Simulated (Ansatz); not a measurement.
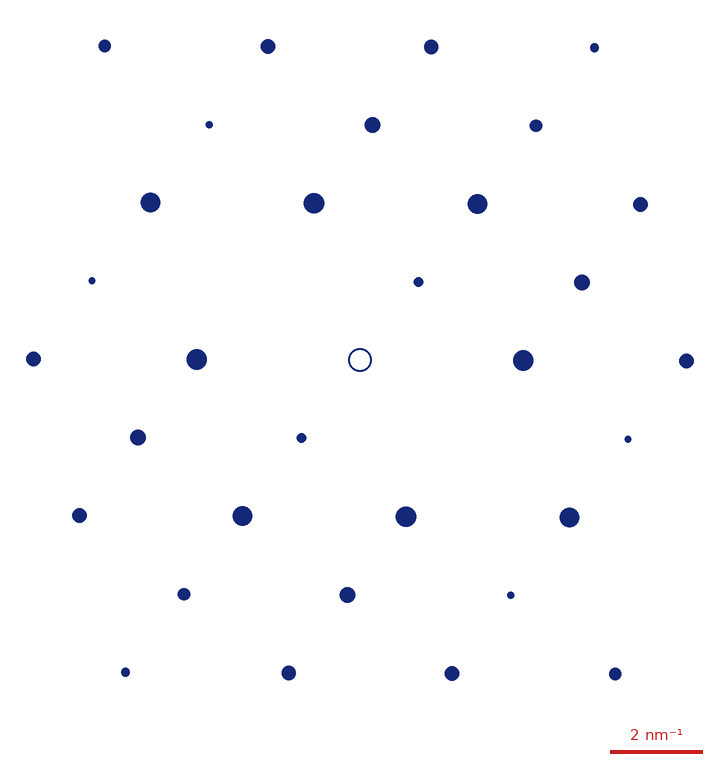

The pattern is a kinematic simulation for 300 kV electrons (no multiple scattering; isotropic B = 1 Å²).

Phase: NdC, space group Cmcm (No. 63), a = 3.536 Å, b = 9.343 Å, c = 3.484 Å. Structure: the input geometry of an electronic-structure calculation (not necessarily at equilibrium); the starting structure was generated, so it need not be a known form of this composition.

```cif
data_structure
_symmetry_space_group_name_H-M 'Cmcm'
_symmetry_Int_Tables_number 63
_cell_length_a 3.5358
_cell_length_b 9.3435
_cell_length_c 3.4840
_cell_angle_alpha 90.000
_cell_angle_beta 90.000
_cell_angle_gamma 90.000
_cell_volume 115.10
loop_
_atom_site_label
_atom_site_type_symbol
_atom_site_symmetry_multiplicity
_atom_site_Wyckoff_symbol
_atom_site_fract_x
_atom_site_fract_y
_atom_site_fract_z
_atom_site_occupancy
Nd1 Nd 4 c 0.00000 0.14525 0.75000 1
C1 C 4 c 0.00000 0.43600 0.75000 1
```

### Which low-index zone axis gives this pattern?

The spots form a rectangular net whose two shortest vectors correspond to d = 4.67 Å and 3.48 Å, 90.0° apart. They index as 0 2 0 and 0 0 1 (itself extinct), so the zone axis is [100].

### Which reflections of this zone are missing, and why?

The lattice centring (C) removes all reflections that break h + k = 2n; a screw axis and a glide plane both extinguish reflections such as 0 0 1, 0 0 3. In a thicker crystal double diffraction can put intensity into those places emptied by glide planes or screw axes that lie on the net of the visible spots, but never into those emptied by centring.

### List the strongest reflections.

Strongest reflections with d > 1.36 Å, one of each family (|F|² from tabulated Gaussian fits of the electron scattering factors, times a small damping for the curvature of the Ewald sphere):

```tsv
hkl	d (Å)	I (strongest = 100)
0 2 1	2.793	100
0 0 2	1.742	87
0 4 0	2.336	85
0 4 1	1.940	37
0 4 2	1.396	27
0 6 1	1.422	26
```
